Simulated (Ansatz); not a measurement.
# CH2OSi: the cost of one run

The runs use Ansatz 0.2.0, Gaussian basis; single points in def2-TZVPP.

Correlated methods freeze the cores.

### 1 Where the work starts

SMILES `C=[Si]=O`, 5 atoms, charge 0, spin multiplicity 1.

Atoms are counted from 1 here; the program's logs count them from 0.

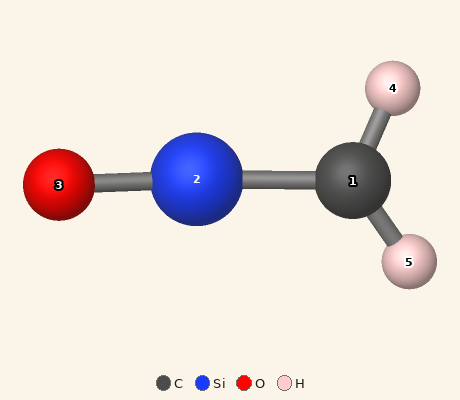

As it starts; carbon dark grey, silicon blue, oxygen red, hydrogen pink; atoms are numbered from 1 in the order of the file.

Geometry (Å):

```
C    -0.16176    0.58307   -0.44962
Si    0.35003   -0.73205    0.49341
O     0.93348   -1.93798    1.18986
H    -0.12748    1.55218    0.11266
H    -0.93395    0.51533   -1.24884
```

### 2 PBE-D4/def2-TZVPP

The input, run/in.yaml:

```yaml
crystal:
  periodic: [false, false, false]
  atoms:
    - {symbol: C, position_ang: [-0.161758, 0.583074, -0.449618]}
    - {symbol: Si, position_ang: [0.350031, -0.732050, 0.493408]}
    - {symbol: O, position_ang: [0.933483, -1.937977, 1.189861]}
    - {symbol: H, position_ang: [-0.127485, 1.552178, 0.112658]}
    - {symbol: H, position_ang: [-0.933953, 0.515331, -1.248843]}
basis:
  gaussian: {orbitals: def2-TZVPP}
hamiltonian: {xc: pbe, dispersion: d4}
output: {forces: true}
```

Run with:

```console
> ansatz run in.yaml --threads 2 --pin off --events-out ev --progress --plain --max-ram 3481MiB
```

What time and memory should one allow on 2 threads of Intel Xeon at 2.50GHz, shared host?

About 3.3 s, with a peak of 0.13 GiB.
